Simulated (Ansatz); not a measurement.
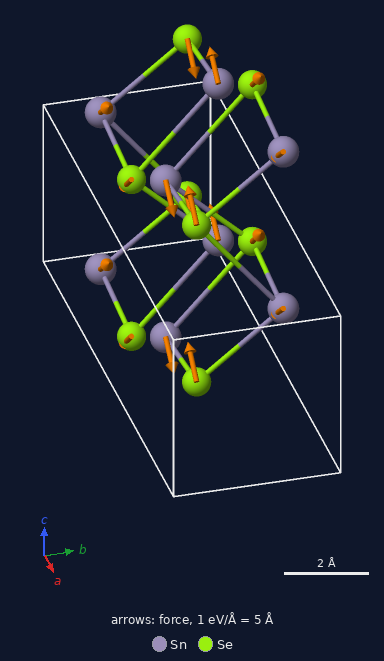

Starting geometry of a crystal of SnSe (built on the measured structure type) with the computed forces as orange arrows. A ball-and-stick model of the cell of the calculation, repeated 1 × 1 × 2 with one cell outlined, seen from a free direction.

The calculation used DFT, r2SCAN+rVV10, plane waves, PAW in Ansatz.

Input file:
```yaml
crystal:
  lattice:
    - [11.5409842389, 0.0, 0.0]
    - [0.0, 4.1747053063, 0.0]
    - [0.0, 0.0, 4.3783148342]
  atoms:
    - { symbol: Sn, position: [0.11877402, 0.25, 0.0923510186] }
    - { symbol: Sn, position: [0.38122598, 0.75, 0.5923510186] }
    - { symbol: Sn, position: [0.61877402, 0.25, 0.4076489814] }
    - { symbol: Sn, position: [0.88122598, 0.75, 0.9076489814] }
    - { symbol: Se, position: [0.3566783341, 0.25, 0.0205843011] }
    - { symbol: Se, position: [0.1433216659, 0.75, 0.5205843011] }
    - { symbol: Se, position: [0.8566783341, 0.25, 0.4794156989] }
    - { symbol: Se, position: [0.6433216659, 0.75, 0.9794156989] }
kpoints:
  mp_grid: { grid: [2, 6, 6] }
hamiltonian:
  xc: r2scan
  dispersion: rvv10
scf:
  occupations: { method: fermi_dirac, width: 0.02 }
relax:
  f_tol: 0.005
  cell: {}
```

Launched with:
```bash
ansatz run input.yaml --threads 2 --pin off --max-ram 20275MiB --backend cpu --events-out ev --progress --plain --runs-dir out
```

Is this structure relaxed? If not, where do the atoms go?

Answer. It isn't relaxed: the largest force vector, on Se atoms, is 0.21 eV/Å. The final displacements follow the starting forces only in part (cosine between the two patterns 0.74). The largest moves relative to the cell, 0.094 Å, are those of Sn1, Sn2, Sn3 and Sn4. Sn3 goes along −c. Largest moves by element: Sn 0.094 Å, Se 0.057 Å. Cell: a 11.541 → 11.579 Å (+0.3 %), b 4.175 → 4.127 Å (−1.1 %), c 4.378 → 4.567 Å (+4.3 %). Volume +3.5 %. Among the contacts that change: Sn1–Se6 3.272 → 3.449 Å, Sn1–Se6 (another image) 2.820 → 2.772 Å, Sn1–Se5 2.764 → 2.753 Å. Bond angles that change, for instance: Sn1–Se6–Sn2 100.1° → 103.0°. The space group stays Pnma (No. 62). Over 6 accepted moves (7 points after the start) the energy falls by 59.2 meV per cell of the calculation. The largest force component goes from 0.16 to 0.0013 eV/Å. The pressure goes from 0.18 to 0.00 GPa. The SCF was repeated once at an unchanged geometry on a basis and grid sized afresh for the cell, which shifted the energy by 0.5 meV per cell of the calculation at most. The run took 3.2 min on 2 threads of AMD EPYC 7R13 Processor (Zen 3) (shared host), peak memory 1.6 GiB.
